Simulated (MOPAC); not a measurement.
Frequency calculation, with input and output: Si2NH6ClO (part 3 of 3)

Si2NH6ClO; PM3, closed shell (MOPAC 23.2.5). The geometry was optimised with PM3.

Geometry of the input (Å):
```
O  0.8340  1.2093  -1.9225
Si 0.2057  1.3410  -0.3495
N  -0.8977  -0.0095  -0.0790
Si -0.2998  -1.4207  0.7528
Cl -0.8148  -1.1811  2.8021
H  1.4709  0.5285  -2.0728
H  1.2868  1.3213  0.7018
H  -0.5210  2.6592  -0.3072
H  -1.8464  0.0388  -0.3752
H  -0.9432  -2.7005  0.3229
H  1.1921  -1.5237  0.6911
```

Log, continued
```
 VIBRATION          5    5A           ATOM PAIR      ENERGY CONTRIBUTION    RADIAL
 FREQUENCY           243.99         O  1 -- H  6         +26.8% ( 92.5%)      0.2%
 TRANSITION DIPOLE   0.7604         Si 2 -- N  3         +14.4% ( 67.8%)      1.6%
 TRAVEL (Ang.)       0.6619         N  3 -- H  9         +12.7% ( 63.7%)      1.8%
 REDUCED MASS        0.6308         O  1 -- Si 2          +9.8% ( 55.9%)      0.2%
 EFFECTIVE MASS      8.8289
 FORCE CONSTANT      0.0221

 VIBRATION          6    6A           ATOM PAIR      ENERGY CONTRIBUTION    RADIAL
 FREQUENCY           279.10         Si 2 -- N  3         +17.0% ( 97.5%)      0.7%
 TRANSITION DIPOLE   0.8332         Si 2 -- Si 4         +13.9% ( 88.1%)      1.6%
 TRAVEL (Ang.)       0.2544         O  1 -- Si 2         +12.5% ( 83.6%)      0.3%
 REDUCED MASS        3.7343         N  3 -- H  9         +11.9% ( 81.5%)      4.3%
 EFFECTIVE MASS     22.2945         N  3 -- Si 4         +11.1% ( 78.8%)      1.0%
 FORCE CONSTANT      0.1714

 VIBRATION          7    7A           ATOM PAIR      ENERGY CONTRIBUTION    RADIAL
 FREQUENCY           313.14         N  3 -- H  9         +56.2% ( 84.2%)      0.0%
 TRANSITION DIPOLE   0.7641         O  1 -- H  6         +13.0% ( 40.4%)      0.1%
 TRAVEL (Ang.)       0.6085         N  3 -- Si 4          +5.0% ( 25.0%)      2.9%
 REDUCED MASS        0.5816         Si 4 -- Cl 5          +4.9% ( 24.8%)     85.7%
 EFFECTIVE MASS      3.8464
 FORCE CONSTANT      0.0336

 VIBRATION          8    8A           ATOM PAIR      ENERGY CONTRIBUTION    RADIAL
 FREQUENCY           360.56         Si 4 -- Cl 5         +35.4% (103.4%)     98.9%
 TRANSITION DIPOLE   2.5355         N  3 -- Si 4         +17.8% ( 73.3%)      0.3%
 TRAVEL (Ang.)       0.1165         Si 2 -- Si 4         +16.6% ( 70.9%)      1.6%
 REDUCED MASS       13.7778         Si 4 -- H 11         +13.7% ( 64.5%)     10.0%
 EFFECTIVE MASS     32.0943         Si 4 -- H 10         +13.4% ( 63.5%)     12.5%
 FORCE CONSTANT      1.0553

 VIBRATION          9    9A           ATOM PAIR      ENERGY CONTRIBUTION    RADIAL
 FREQUENCY           489.60         Si 4 -- H 11         +27.1% ( 83.6%)     11.4%
 TRANSITION DIPOLE   0.3168         Si 4 -- H 10         +26.9% ( 83.3%)     10.4%
 TRAVEL (Ang.)       0.4305         Si 2 -- H  7         +11.2% ( 53.8%)     18.1%
 REDUCED MASS        0.7431         Si 2 -- H  8         +11.0% ( 53.1%)      5.3%
 EFFECTIVE MASS      6.1842
 FORCE CONSTANT      0.1050

 VIBRATION         10   10A           ATOM PAIR      ENERGY CONTRIBUTION    RADIAL
 FREQUENCY           526.33         Si 2 -- H  7         +23.6% ( 79.3%)      5.7%
 TRANSITION DIPOLE   0.4618         Si 2 -- H  8         +21.7% ( 76.2%)     24.1%
 TRAVEL (Ang.)       0.3197         Si 2 -- Si 4         +10.3% ( 52.5%)     94.2%
 REDUCED MASS        1.2536         Si 4 -- H 11         +10.1% ( 51.8%)      3.5%
 EFFECTIVE MASS      9.3341
 FORCE CONSTANT      0.2046

 VIBRATION         11   11A           ATOM PAIR      ENERGY CONTRIBUTION    RADIAL
 FREQUENCY           652.78         Si 4 -- H 10         +41.8% ( 75.1%)      0.5%
 TRANSITION DIPOLE   0.1796         Si 4 -- H 11         +34.1% ( 67.9%)      0.1%
 TRAVEL (Ang.)       0.4702         Si 2 -- N  3          +6.9% ( 30.6%)     94.8%
 REDUCED MASS        0.4672         N  3 -- Si 4          +3.9% ( 23.0%)     61.3%
 EFFECTIVE MASS      3.0784
 FORCE CONSTANT      0.1173

 VIBRATION         12   12A           ATOM PAIR      ENERGY CONTRIBUTION    RADIAL
 FREQUENCY           690.07         Si 2 -- H  8         +38.3% ( 74.7%)      0.1%
 TRANSITION DIPOLE   0.2241         Si 2 -- H  7         +28.0% ( 63.8%)      1.0%
 TRAVEL (Ang.)       0.4793         N  3 -- Si 4          +8.3% ( 34.7%)     87.0%
 REDUCED MASS        0.4254         Si 2 -- N  3          +6.0% ( 29.7%)     53.4%
 EFFECTIVE MASS      3.7033
 FORCE CONSTANT      0.1194

 VIBRATION         13   13A           ATOM PAIR      ENERGY CONTRIBUTION    RADIAL
 FREQUENCY           743.64         Si 4 -- H 11         +49.5% ( 70.2%)      0.1%
 TRANSITION DIPOLE   1.2373         Si 4 -- H 10         +41.9% ( 64.6%)      0.0%
 TRAVEL (Ang.)       0.4162         Si 2 -- Si 4          +2.2% ( 14.7%)     34.6%
 REDUCED MASS        0.5235         Si 4 -- Cl 5          +2.0% ( 14.1%)     51.1%
 EFFECTIVE MASS      1.9415
 FORCE CONSTANT      0.1706

 VIBRATION         14   14A           ATOM PAIR      ENERGY CONTRIBUTION    RADIAL
 FREQUENCY           792.58         Si 2 -- H  7         +50.1% ( 74.2%)      0.0%
 TRANSITION DIPOLE   0.8796         Si 2 -- H  8         +26.4% ( 53.8%)      0.1%
 TRAVEL (Ang.)       0.4141         N  3 -- Si 4          +8.1% ( 29.9%)     22.6%
 REDUCED MASS        0.4962         Si 2 -- N  3          +6.9% ( 27.5%)      0.7%
 EFFECTIVE MASS      2.3323
 FORCE CONSTANT      0.1837

 VIBRATION         15   15A           ATOM PAIR      ENERGY CONTRIBUTION    RADIAL
 FREQUENCY           818.97         Si 2 -- N  3         +30.7% ( 84.1%)     51.4%
 TRANSITION DIPOLE   0.5852         N  3 -- Si 4         +28.7% ( 81.3%)     42.7%
 TRAVEL (Ang.)       0.2015         N  3 -- H  9          +9.1% ( 45.8%)    100.0%
 REDUCED MASS        2.0283         Si 2 -- H  8          +6.2% ( 37.7%)      1.5%
 EFFECTIVE MASS     13.1795
 FORCE CONSTANT      0.8015

 VIBRATION         16   16A           ATOM PAIR      ENERGY CONTRIBUTION    RADIAL
 FREQUENCY           844.40         Si 2 -- H  8         +22.8% ( 41.2%)      0.3%
 TRANSITION DIPOLE   0.5964         Si 2 -- H  7         +21.5% ( 40.1%)      0.1%
 TRAVEL (Ang.)       0.5690         Si 4 -- H 10         +20.6% ( 39.2%)      0.8%
 REDUCED MASS        0.2467         Si 4 -- H 11         +20.2% ( 38.8%)      0.8%
 EFFECTIVE MASS      1.8221
 FORCE CONSTANT      0.1036

 VIBRATION         17   17A           ATOM PAIR      ENERGY CONTRIBUTION    RADIAL
 FREQUENCY           857.36         Si 2 -- N  3         +18.0% ( 49.9%)     63.9%
 TRANSITION DIPOLE   0.5625         N  3 -- Si 4         +16.2% ( 47.3%)     54.0%
 TRAVEL (Ang.)       0.3421         Si 2 -- H  8         +14.5% ( 44.8%)      1.9%
 REDUCED MASS        0.6722         Si 4 -- H 10         +14.5% ( 44.7%)      1.2%
 EFFECTIVE MASS      6.8761
 FORCE CONSTANT      0.2911

 VIBRATION         18   18A           ATOM PAIR      ENERGY CONTRIBUTION    RADIAL
 FREQUENCY           920.07         O  1 -- Si 2         +42.2% ( 96.6%)     99.4%
 TRANSITION DIPOLE   2.2635         O  1 -- H  6         +15.7% ( 58.9%)      6.7%
 TRAVEL (Ang.)       0.0983         Si 2 -- N  3          +9.7% ( 46.4%)     14.1%
 REDUCED MASS        7.5891         Si 2 -- H  8          +9.0% ( 44.6%)      2.1%
 EFFECTIVE MASS     19.9514
 FORCE CONSTANT      3.7851

 VIBRATION         19   19A           ATOM PAIR      ENERGY CONTRIBUTION    RADIAL
 FREQUENCY          1007.78         N  3 -- Si 4         +25.3% ( 68.3%)     90.4%
 TRANSITION DIPOLE   1.5895         Si 2 -- N  3         +24.4% ( 67.0%)     80.6%
 TRAVEL (Ang.)       0.1638         N  3 -- H  9         +22.0% ( 63.7%)      0.5%
 REDUCED MASS        2.4925         O  1 -- H  6         +13.8% ( 50.5%)      2.6%
 EFFECTIVE MASS     10.9066
 FORCE CONSTANT      1.4914

 VIBRATION         20   20A           ATOM PAIR      ENERGY CONTRIBUTION    RADIAL
 FREQUENCY          1012.39         O  1 -- H  6         +42.5% ( 76.1%)      6.5%
 TRANSITION DIPOLE   0.3335         Si 2 -- N  3         +13.9% ( 43.5%)     84.9%
 TRAVEL (Ang.)       0.2706         N  3 -- Si 4         +13.2% ( 42.4%)     90.2%
 REDUCED MASS        0.9093         N  3 -- H  9         +11.1% ( 39.0%)      0.5%
 EFFECTIVE MASS      6.5330
 FORCE CONSTANT      0.5491

 VIBRATION         21   21A           ATOM PAIR      ENERGY CONTRIBUTION    RADIAL
 FREQUENCY          1191.64         N  3 -- H  9         +73.3% ( 97.0%)      0.0%
 TRANSITION DIPOLE   0.2542         Si 2 -- N  3         +12.5% ( 40.1%)     72.4%
 TRAVEL (Ang.)       0.2090         N  3 -- Si 4         +12.4% ( 40.0%)     69.3%
 REDUCED MASS        1.2952         Si 2 -- H  7          +0.4% (  7.0%)      2.1%
 EFFECTIVE MASS      3.9638
 FORCE CONSTANT      1.0836

 VIBRATION         22   22A           ATOM PAIR      ENERGY CONTRIBUTION    RADIAL
 FREQUENCY          1903.06         Si 4 -- H 10         +78.6% ( 89.7%)     99.7%
 TRANSITION DIPOLE   0.1578         Si 4 -- H 11         +20.7% ( 46.0%)     95.4%
 TRAVEL (Ang.)       0.2290         Si 2 -- Si 4          +0.2% (  4.9%)     42.0%
 REDUCED MASS        0.6756         Si 4 -- Cl 5          +0.2% (  4.9%)      0.7%
 EFFECTIVE MASS      1.3928
 FORCE CONSTANT      1.4415

 VIBRATION         23   23A           ATOM PAIR      ENERGY CONTRIBUTION    RADIAL
 FREQUENCY          1920.64         Si 4 -- H 11         +79.6% ( 88.8%)     99.4%
 TRANSITION DIPOLE   0.1933         Si 4 -- H 10         +19.9% ( 44.4%)     92.4%
 TRAVEL (Ang.)       0.2303         Si 2 -- Si 4          +0.2% (  4.0%)      9.5%
 REDUCED MASS        0.6619         Si 4 -- Cl 5          +0.2% (  4.0%)     16.7%
 EFFECTIVE MASS      1.2284
 FORCE CONSTANT      1.4387

 VIBRATION         24   24A           ATOM PAIR      ENERGY CONTRIBUTION    RADIAL
 FREQUENCY          1946.77         Si 2 -- H  7         +72.6% ( 86.2%)     99.6%
 TRANSITION DIPOLE   0.1328         Si 2 -- H  8         +26.6% ( 52.2%)     96.7%
 TRAVEL (Ang.)       0.2379         Si 2 -- Si 4          +0.2% (  4.9%)     18.4%
 REDUCED MASS        0.6119         Si 2 -- N  3          +0.2% (  4.9%)      0.6%
 EFFECTIVE MASS      1.3796
 FORCE CONSTANT      1.3662

 VIBRATION         25   25A           ATOM PAIR      ENERGY CONTRIBUTION    RADIAL
 FREQUENCY          1961.45         Si 2 -- H  8         +73.5% ( 85.4%)     99.2%
 TRANSITION DIPOLE   0.2293         Si 2 -- H  7         +26.0% ( 50.8%)     94.2%
 TRAVEL (Ang.)       0.2392         Si 2 -- Si 4          +0.2% (  4.2%)     42.6%
 REDUCED MASS        0.6006         Si 2 -- N  3          +0.2% (  4.1%)     30.7%
 EFFECTIVE MASS      1.2220
 FORCE CONSTANT      1.3615

 VIBRATION         26   26A           ATOM PAIR      ENERGY CONTRIBUTION    RADIAL
 FREQUENCY          3459.30         N  3 -- H  9         +98.8% (100.0%)    100.0%
 TRANSITION DIPOLE   0.2259         Si 2 -- N  3          +0.6% (  7.8%)     26.2%
 TRAVEL (Ang.)       0.1440         N  3 -- Si 4          +0.6% (  7.8%)     25.4%
 REDUCED MASS        0.9404
 EFFECTIVE MASS      1.4027
 FORCE CONSTANT      6.6301

 VIBRATION         27   27A           ATOM PAIR      ENERGY CONTRIBUTION    RADIAL
 FREQUENCY          3931.03         O  1 -- H  6         +99.6% (100.0%)     99.9%
 TRANSITION DIPOLE   0.2172         O  1 -- Si 2          +0.4% (  6.2%)     22.8%
 TRAVEL (Ang.)       0.1345
 REDUCED MASS        0.9482
 EFFECTIVE MASS      1.3870
 FORCE CONSTANT      8.6331

      SYMMETRY NUMBER FOR POINT-GROUP C1  =  1

          SYSTEM IS A GROUND STATE

 ClH6NOSi2 charge 0

          MOLECULE IS NOT LINEAR

          THERE ARE 27 GENUINE VIBRATIONS IN THIS SYSTEM
          THIS THERMODYNAMICS CALCULATION IS LIMITED TO
          MOLECULES WHICH HAVE NO INTERNAL ROTATIONS

                    CALCULATED THERMODYNAMIC PROPERTIES
                                          *
   TEMP. (K)   PARTITION FUNCTION   H.O.F.    ENTHALPY  HEAT CAPACITY ENTROPY
                                   KCAL/MOL   CAL/MOLE    CAL/K/MOL  CAL/K/MOL

 298.00  VIB.     0.2943D+04                  3732.9594    23.3133    28.3991
         ROT.     0.3561D+06                   888.2803     2.9808    28.3834
         INT.     0.1048D+10                  4621.2397    26.2941    56.7825
         TRA.     0.1395D+28                  1480.4672     4.9680    40.4441
         TOT.                     -142.002    6101.7069    31.2621    97.2266

 298.00  VIB.     0.2943D+04                  3732.9594    23.3133    28.3991
         ROT.     0.3561D+06                   888.2803     2.9808    28.3834
         INT.     0.1048D+10                  4621.2397    26.2941    56.7825
         TRA.     0.1395D+28                  1480.4672     4.9680    40.4441
         TOT.                     -142.002    6101.7069    31.2621    97.2266

 398.00  VIB.     0.2325D+05                  6351.4966    28.8023    35.9377
         ROT.     0.5497D+06                  1186.3609     2.9808    29.2459
         INT.     0.1278D+11                  7537.8576    31.7831    65.1836
         TRA.     0.2153D+28                  1977.2682     4.9680    41.8816
         TOT.                     -138.589    9515.1258    36.7511   107.0653

   *: NOTE: HEATS OF FORMATION ARE RELATIVE TO THE
            ELEMENTS IN THEIR STANDARD STATE AT 298K
              (=  Standard Enthalpy of Formation).

            Hvib:  Zero-point energy is not included.
                   frequencies of less than zero cm-1 are not included.
            Hrot = (3/2)RT
            Htra = (3/2)RT + pV = (5/2)RT

            Heat capacity is Cp, not Cv

           FORCE CONSTANT IN CARTESIAN COORDINATES (Millidynes/A)

    ATOM   CHEMICAL       X               Y               Z
   NUMBER   SYMBOL  FORCE CONSTANT  FORCE CONSTANT  FORCE CONSTANT

      1       O        6.962099        0.878993        6.722591
      2      Si        6.470044        5.643353        3.888593
      3       N        1.219441        7.067128        8.728474
      4      Si        2.189474        3.922866        5.494890
      5      Cl        1.290788        0.156102        0.163421
      6       H        2.392985        0.613375        6.213813
      7       H        0.592954        0.734824        1.448324
      8       H        0.482913        0.723051        1.602650
      9       H        0.165930        2.252449        5.062228
     10       H        0.324738        2.033614        0.282052
     11       H        0.578635        0.656401        1.428535

 *                    *
 * JOB ENDED NORMALLY *
 *                    *

 TOTAL JOB TIME:             0.13 SECONDS

 == MOPAC DONE ==
```

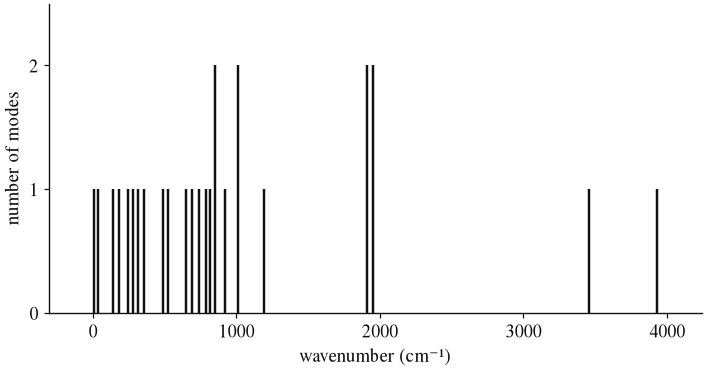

**Figure 1.** Harmonic vibrational wavenumbers from the force constants; neighbouring modes closer than 18 cm⁻¹ are counted in one stick. 27 modes from 8 to 3931 cm⁻¹, none imaginary.

Key numbers

| quantity | value |
| --- | --- |
| outcome | converged |
| heat of formation | −142.00 kcal/mol |
| basis functions | 26 |
| zero-point energy | 0.062030 hartree |
| wavenumbers, lowest and highest | 8 and 3931 cm⁻¹ |
| peak memory | 0.095 GiB |

Notes

MOPAC's energies along a path are heats of formation.
